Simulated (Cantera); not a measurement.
Input: 1 mol Ti, 6.2 mol H2, held at 2.00 mbar.

These are equilibrium values from Cantera (NASA tables, ideal gas, pure condensed phases), not measurements of a reactor. Candidate condensed phases: Ti; 3 gas species. The numbers say what is thermodynamically allowed, not how fast it happens.

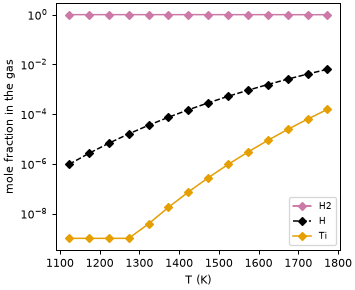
Equilibrium gas composition (values under 1e-9 drawn at 1e-9)

At 1123 K the condensed part is Ti(α). From 1173 K to 1773 K the condensed part is Ti(β).
